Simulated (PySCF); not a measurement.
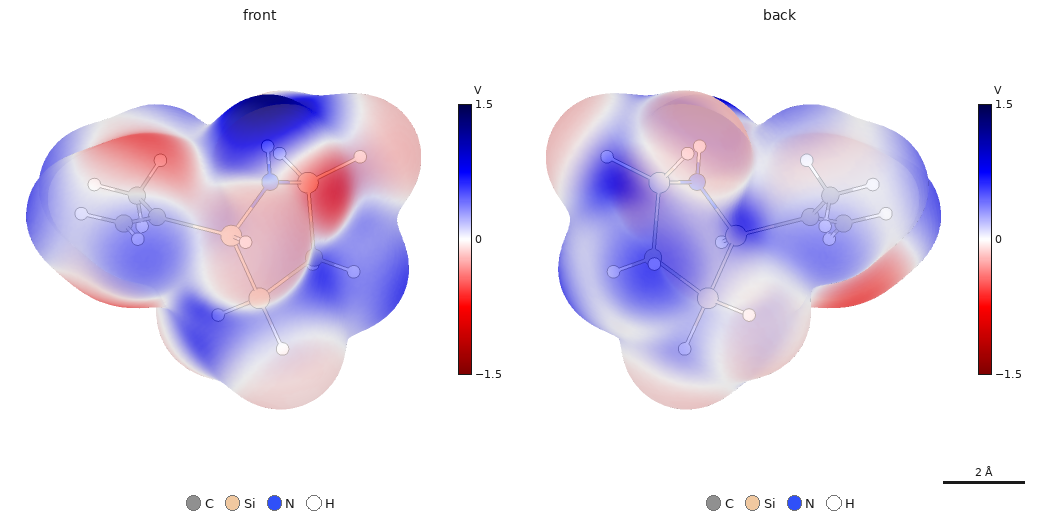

*C₄H₁₃NSi₃. The molecular electrostatic potential painted on the density surface at 0.001 e/bohr³, seen from the front and from behind; red is negative and blue positive.*

Geometry: GFN2-xTB.

Method: PBE0/pcSseg-1, SCF density, gas phase, non-relativistic in PySCF 2.14.0.

The calculation's input:

```
{"job": {"kind": "nmr", "xc": "PBE0", "basis": "pcSseg-1"}, "charge": 0, "multiplicity": 1}
C     -2.956224    -0.929270     0.907415
C     -1.917686    -0.335199     0.337592
C     -2.092343     0.584621    -0.832696
Si    -0.135865    -0.631285     0.912726
N      0.670853     0.904606     1.126788
Si     1.981219     1.498323     0.161981
C      2.624456    -0.063080    -0.710650
Si     1.299320    -1.441616    -0.703044
H     -2.835809    -1.597726     1.743716
H     -3.970599    -0.778436     0.566740
H     -1.584980     0.175538    -1.706373
H     -1.641219     1.552384    -0.616358
H     -3.144095     0.729733    -1.075133
H     -0.199001    -1.262613     2.244126
H      0.287168     1.545992     1.801324
H      1.505562     2.494881    -0.812272
H      2.974367     2.112146     1.051051
H      3.511758    -0.417673    -0.188400
H      2.950176     0.176739    -1.720626
H      0.729620    -1.559885    -2.058091
H      1.934400    -2.741235    -0.430290
```

Run with:

```sh
OMP_NUM_THREADS=1 python probes_run.py task.json out
```

Question: Describe the electrostatic potential map.

Answer: The most negative region (about −0.6 V) lies over N5, the most positive (about +1.2 V) over H15.

Question: What dipole moment does the calculation give?

Answer: Its dipole moment is 0.42 D.
